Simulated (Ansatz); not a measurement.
# AlCl2F (SMILES [F][Al]([Cl])[Cl]): B3LYP/def2-SVPD

What is the electronic atomisation energy of AlCl2F at B3LYP/def2-SVPD? 

The calculation is run with Ansatz 0.2.0.

## (1) The molecule

AlCl2F has 4 atoms, charge 0, and is taken as a singlet. SMILES: `[F][Al]([Cl])[Cl]`. Geometry: relaxed at PBE0-D4/def2-TZVP.

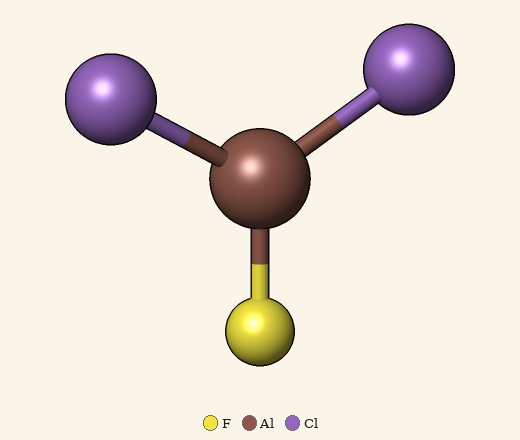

The structure, seen from a chosen angle (fluorine yellow, aluminium brown, chlorine purple).

## (2) A single-point energy at B3LYP/def2-SVPD

File run.yaml:

```yaml
crystal:
  periodic: [false, false, false]
  atoms:
    - {symbol: F, position_ang: [0.087420, 0.388220, 1.682350]}
    - {symbol: Al, position_ang: [0.004800, 0.021530, 0.093600]}
    - {symbol: Cl, position_ang: [1.223040, -1.463690, -0.663450]}
    - {symbol: Cl, position_ang: [-1.315270, 1.053930, -1.112510]}
basis:
  gaussian:
    orbitals: def2-SVPD
hamiltonian:
  xc: {name: B3LYP}
accuracy: high
output:
  orbitals: {seedname: orbitals}
```

Command:

```bash
$ ansatz run run.yaml --threads 1 --pin off --max-ram 3480MiB --events-out events.jsonl --progress --plain --runs-dir runs
```

The log of the run:

```text
Warning: RAYON_NUM_THREADS=1 ignored (pool sized by the plan → 1); use --threads N
Functional definition: B3LYP
  name "B3LYP"
  parameter a0 = 0.2
  parameter ax = 0.72
  parameter ac = 0.81
  exchange = (1 - a0 - ax)*slater_x + ax*b88_x + a0*exact_x
  correlation = (1 - ac)*vwn_rpa_c + ac*lyp_c
1837 factors; integrals over basis functions are off by at most 3.0e-9 eV
mean field evaluation 1: about -34351.6878 eV, gradient 4.2e1 eV
mean field evaluation 2: about -34345.2006 eV, gradient 7.8e1 eV
mean field evaluation 4: about -34354.6709 eV, gradient 1.9e0 eV
mean field evaluation 8: about -34354.7537 eV, gradient 6.8e-2 eV
mean field evaluation 16: about -34354.7537 eV, gradient 2.9e-6 eV
mean field -34354.75366740 eV, -1262.5139107885 hartree, gradient 8.8e-8 eV, S^2 0.000000; 0 other end points of the search recorded, 0 dependent functions left out
reference -34354.75370091 eV, -1262.5139120201 hartree; 28, 28 occupied and 73, 73 virtual orbitals, 1837 factors
Total energy: -34354.75370091 eV, -1262.5139120201 hartree
```

Wall time 6 s (1 thread of Intel Xeon Platinum 8375C at 2.90GHz (Ice Lake), shared host); peak memory 0.35 GiB.

## (3) The Al atom

File run.yaml:

```yaml
crystal:
  periodic: [false, false, false]
  atoms:
    - {symbol: Al, position_ang: [0.000000, 0.000000, 0.000000]}
basis:
  gaussian: {orbitals: def2-SVPD}
total_charge: 0
magnetization: {spin_polarized: true, initial_magnetization: 1}
hamiltonian: {xc: {name: B3LYP}}
accuracy: high
```

Run the same way, it converges to -242.30237 Eh (log not shown).

## (4) The Cl atom, same level

File in.yaml:

```yaml
crystal:
  periodic: [false, false, false]
  atoms:
    - {symbol: Cl, position_ang: [0.000000, 0.000000, 0.000000]}
basis:
  gaussian: {orbitals: def2-SVPD}
magnetization: {spin_polarized: true, initial_magnetization: 1}
hamiltonian: {xc: {name: B3LYP}}
accuracy: high
```

Run the same way, it converges to -460.01590 Eh (log not shown).

## (5) The F atom at the same level

File job.yaml:

```yaml
basis:
  gaussian:
    orbitals: def2-SVPD
crystal:
  periodic: [false, false, false]
  atoms:
    - {symbol: F, position_ang: [0.000000, 0.000000, 0.000000]}
magnetization:
  spin_polarized: true
  initial_magnetization: 1
hamiltonian:
  xc: {name: B3LYP}
accuracy: high
```

Command:

```bash
$ ansatz run job.yaml --threads 1 --pin off --max-ram 3480MiB --events-out events.jsonl --progress --plain --runs-dir runs
```

The log of the run (excerpt; [...] marks lines left out):

```text
Warning: RAYON_NUM_THREADS=1 ignored (pool sized by the plan → 1); use --threads N
[... 7 set-up lines as earlier in the session ...]
194 factors; integrals over basis functions are off by at most 1.8e-9 eV
mean field evaluation 1: about -2711.6289 eV, gradient 4.8e0 eV
mean field evaluation 2: about -2711.6753 eV, gradient 2.7e0 eV
mean field evaluation 4: about -2711.6987 eV, gradient 2.2e-2 eV
mean field evaluation 8: about -2711.6987 eV, gradient 3.6e-4 eV
mean field -2711.69868438 eV, -99.6530885957 hartree, gradient 1.8e-8 eV, S^2 0.751519; 0 other end points of the search recorded, 0 dependent functions left out
reference -2711.69870814 eV, -99.6530894686 hartree; 5, 4 occupied and 18, 19 virtual orbitals, 194 factors
Total energy: -2711.69870814 eV, -99.6530894686 hartree
```

Wall time 0.3 s (1 thread of Intel Xeon Platinum 8375C at 2.90GHz (Ice Lake), shared host).

## (6) Results

Level: B3LYP/def2-SVPD.

| quantity | value |
| --- | --- |
| molecule: total energy | -1262.51391 Eh |
| molecule: HOMO energy | -9.44 eV |
| molecule: LUMO energy | -1.85 eV |
| molecule: HOMO–LUMO gap | 7.59 eV |
| Al atom: total energy | -242.30237 Eh |
| Al atom: ⟨S²⟩ | 0.754 |
| Cl atom: total energy | -460.01590 Eh |
| Cl atom: ⟨S²⟩ | 0.752 |
| F atom: total energy | -99.65309 Eh |
| F atom: ⟨S²⟩ | 0.752 |
| electronic atomisation energy | 14.331 eV |

What this shows: Taking the molecule apart into free atoms costs 14.33 eV (330 kcal/mol), before zero-point energy and without spin-orbit coupling.
